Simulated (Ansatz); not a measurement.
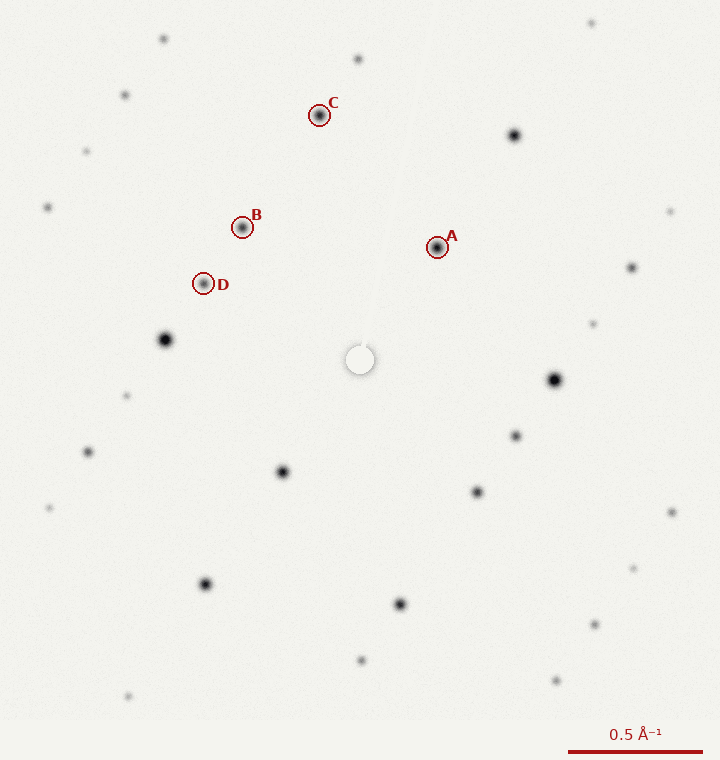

Kinematic zone-axis pattern, calculated for 200 keV electrons with B = 0.5 Å². The zone axis points towards the electron source and the pattern is seen from the source side.

Crystal: TiCO₃, space group R-3c (No. 167), a = 4.721 Å, c = 13.623 Å (hexagonal axes). Structure: the end point of a relaxation with DFT, PAW plane waves, lda in Ansatz 0.2.0; the starting structure was generated, so it need not be a known form of this composition.

Spot A is indexed -2 2 2 and spot B -2 -1 2.

Index the other marked spots.

C = A + B = -4 1 4 (d = 1.076 Å). D = −(1/2)A + B = -1 -2 1 (d = 1.535 Å).

Give [uvw].

The cross product of A and B is parallel to [101]; every spot obeys hu + kv + lw = 0.

What are the spacings of A and B and the angle between them?

d(A) = 1.958 Å, d(B) = 1.507 Å, and the angle is 76.1°.
